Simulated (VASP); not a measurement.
# Two runs on SnH$_{2}$ICl

System: SnH$_{2}$ICl (5 atoms in the cell).
Method of run 1: Kohn-Sham DFT of a periodic cell, PBE, VASP PAW PBE potentials, recommended, no spin polarisation (VASP 6.6.1).

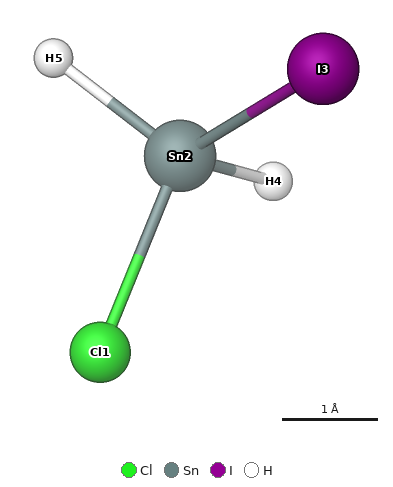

Fig. 1: The structure (ball-and-stick view of the molecule without its box, seen at a tilt; atoms are numbered from 1 in the order of the input).

### INCAR, run 1
```
SYSTEM = SnH2ICl
ALGO = Normal
EDIFF = 1E-7
ENCUT = 520
GGA = PE
ISIF = 2
ISMEAR = 0
LASPH = .TRUE.
LCHARG = .FALSE.
LREAL = .FALSE.
LWAVE = .FALSE.
NBANDS = 23
NELM = 80
PREC = Accurate
SIGMA = 0.01
```

### KPOINTS, run 1
```
k-points
0
G
  1 1 1
  0 0 0
```

### POSCAR, run 1
```
SnH2ICl
1.0
   13.0000000000      0.0000000000      0.0000000000
    0.0000000000     12.0000000000      0.0000000000
    0.0000000000      0.0000000000     13.0000000000
Cl Sn I H
1 1 1 2
Direct
    0.3671038500      0.5631375000      0.5299500000
    0.5225038500      0.4999041700      0.4638423100
    0.6348961500      0.4257458300      0.6210269200
    0.4947730800      0.3918791700      0.3842038500
    0.5820038500      0.6116208300      0.4101653800
```

Command:
```bash
cat potpaw_PBE.64/Cl/POTCAR potpaw_PBE.64/Sn_d/POTCAR potpaw_PBE.64/I/POTCAR potpaw_PBE.64/H/POTCAR > POTCAR
mpirun -np 1 vasp_gam > vasp.out
```

Hardware: 1 thread of AMD EPYC (Zen 5), 192 GiB of memory available, shared host.

### OSZICAR and lines of OUTCAR (run 1)
```
N       E                     dE             d eps       ncg     rms          rms(c)
DAV:   1     0.228271109136E+03    0.22827E+03   -0.89182E+03    54   0.786E+02
DAV:   2     0.380169437363E+02   -0.19025E+03   -0.18108E+03    84   0.177E+02
DAV:   3    -0.133493623534E+02   -0.51366E+02   -0.51116E+02    68   0.802E+01
DAV:   4    -0.157871875997E+02   -0.24378E+01   -0.24362E+01    68   0.209E+01
DAV:   5    -0.158183186203E+02   -0.31131E-01   -0.31131E-01    76   0.285E+00    0.762E+00
DAV:   6    -0.151206392957E+02    0.69768E+00   -0.79277E-01    69   0.873E+00    0.485E+00
DAV:   7    -0.149576797115E+02    0.16296E+00   -0.66420E-01    61   0.515E+00    0.135E+00
[...]
DAV:  19    -0.149553225329E+02   -0.45942E-04   -0.16576E-06    68   0.486E-03    0.755E-04
DAV:  20    -0.149553487213E+02   -0.26188E-04   -0.13628E-06    68   0.401E-03    0.905E-04
DAV:  21    -0.149553564135E+02   -0.76921E-05   -0.31462E-07    60   0.287E-03    0.364E-04
DAV:  22    -0.149553579771E+02   -0.15637E-05   -0.15304E-08    60   0.724E-04    0.278E-04
DAV:  23    -0.149553597185E+02   -0.17414E-05   -0.35653E-08    53   0.633E-04    0.329E-04
DAV:  24    -0.149553601104E+02   -0.39187E-06    0.35284E-09    60   0.343E-04    0.122E-04
DAV:  25    -0.149553602752E+02   -0.16480E-06    0.89839E-09    53   0.179E-04    0.718E-05
DAV:  26    -0.149553603937E+02   -0.11846E-06    0.81231E-09    53   0.166E-04    0.192E-05
DAV:  27    -0.149553604197E+02   -0.26013E-07    0.10772E-08    52   0.772E-05
   1 F= -.14955360E+02 E0= -.14955360E+02  d E =-.477645E-14
[... from OUTCAR:]
  free energy    TOTEN  =       -14.95536042 eV
  energy without entropy =      -14.95536042  energy(sigma->0) =      -14.95536042
 E-fermi :  -6.2729     XC(G=0):  -0.9236     alpha+bet : -0.4731
  free  energy   TOTEN  =       -14.9553604197 eV
  energy  without entropy=      -14.9553604197  energy(sigma->0) =      -14.95536042
```

For run 2 the input was changed thus:
```diff
+EDIFF = 1E-6
+NELM = 100
-EDIFF = 1E-7
-NBANDS = 23
-NELM = 80
-k-points
+Automatic mesh
-    0.3671038500      0.5631375000      0.5299500000
-    0.5225038500      0.4999041700      0.4638423100
-    0.6348961500      0.4257458300      0.6210269200
-    0.4947730800      0.3918791700      0.3842038500
-    0.5820038500      0.6116208300      0.4101653800
+    0.3662810000      0.5636930000      0.5301230000
+    0.5231470000      0.5015410000      0.4675030000
+    0.6323840000      0.4238710000      0.6203330000
+    0.4952110000      0.3919100000      0.3825540000
+    0.5808200000      0.6080590000      0.4090990000
```

What does this change do to the results?

With the same functional and potentials, run 2 lies 12.4 meV per atom higher (other lines of the input change too). The gap on the mesh goes from 4.08 to 4.20 eV. The largest force goes from 0.380 to 1.347 eV/Å. The SCF takes 25 iterations against 27.

### OSZICAR and lines of OUTCAR (run 2)
```
N       E                     dE             d eps       ncg     rms          rms(c)
DAV:   1     0.233722139830E+03    0.23372E+03   -0.90112E+03    46   0.951E+02
DAV:   2     0.514449777362E+02   -0.18228E+03   -0.18022E+03    57   0.207E+02
DAV:   3    -0.757081281343E+01   -0.59016E+02   -0.58440E+02    52   0.924E+01
DAV:   4    -0.154896523972E+02   -0.79188E+01   -0.79039E+01    41   0.341E+01
DAV:   5    -0.157540762361E+02   -0.26442E+00   -0.26440E+00    57   0.970E+00    0.781E+00
DAV:   6    -0.150585439678E+02    0.69553E+00   -0.90210E-01    57   0.105E+01    0.496E+00
DAV:   7    -0.148956343826E+02    0.16291E+00   -0.76758E-01    49   0.638E+00    0.136E+00
[...]
DAV:  17    -0.148931518988E+02   -0.13043E-03   -0.47031E-06    44   0.118E-02    0.383E-03
DAV:  18    -0.148933319191E+02   -0.18002E-03   -0.10642E-05    41   0.124E-02    0.226E-03
DAV:  19    -0.148934024867E+02   -0.70568E-04   -0.29550E-06    44   0.737E-03    0.216E-03
DAV:  20    -0.148934362196E+02   -0.33733E-04   -0.11286E-06    44   0.411E-03    0.986E-04
DAV:  21    -0.148934568274E+02   -0.20608E-04   -0.11464E-06    41   0.407E-03    0.224E-03
DAV:  22    -0.148934632297E+02   -0.64023E-05   -0.30224E-07    41   0.323E-03    0.625E-04
DAV:  23    -0.148934649010E+02   -0.16713E-05   -0.36577E-08    44   0.114E-03    0.427E-04
DAV:  24    -0.148934662601E+02   -0.13592E-05   -0.26500E-08    38   0.771E-04    0.120E-04
DAV:  25    -0.148934666798E+02   -0.41967E-06    0.43921E-09    25   0.341E-04
   1 F= -.14893467E+02 E0= -.14893467E+02  d E =-.244106E-44
[... from OUTCAR:]
  free energy    TOTEN  =       -14.89346668 eV
  energy without entropy =      -14.89346668  energy(sigma->0) =      -14.89346668
 E-fermi :  -6.3088     XC(G=0):  -0.9216     alpha+bet : -0.4731
  free  energy   TOTEN  =       -14.8934666798 eV
  energy  without entropy=      -14.8934666798  energy(sigma->0) =      -14.89346668
```

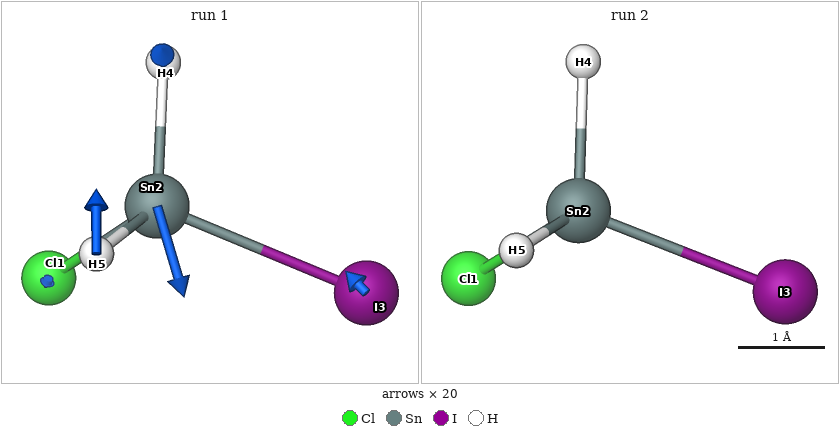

Fig. 2: The two input geometries at one scale (ball-and-stick view of the molecule without its box, seen at a tilt). The blue arrows on the first give the shifts of the atoms after the best rigid fit, magnified 20 times. Sn2 moves most after the best rigid fit: 0.056 Å. Largest moves by element: Sn 0.056 Å, H 0.041 Å, I 0.019 Å, Cl 0.008 Å. Among the contacts that change: Sn2–H4 1.698 → 1.756 Å, Sn2–I3 2.665 → 2.614 Å, Sn2–H5 1.698 → 1.665 Å.

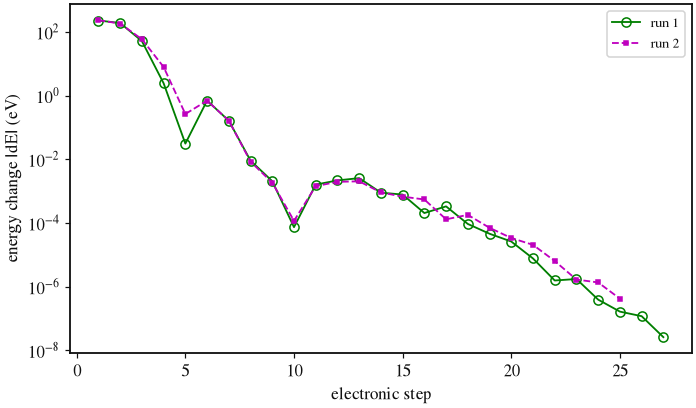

Fig. 3: Convergence of the two runs: energy change |dE| against the electronic step. Run 1 takes 27 steps in all, and run 2 takes 25.

### The two runs side by side

| quantity | run 1 | run 2 |
| --- | --- | --- |
| outcome | converged | converged |
| free energy per atom (eV) | −2.9911 | −2.9787 |
| gap on the mesh (eV) | 4.08 | 4.20 |
| largest force (eV/Å) | 0.380 | 1.347 |
| SCF iterations | 27 | 25 |
| irreducible k-points | 1 | 1 |
| plane waves at Γ | 27285 | 27285 |
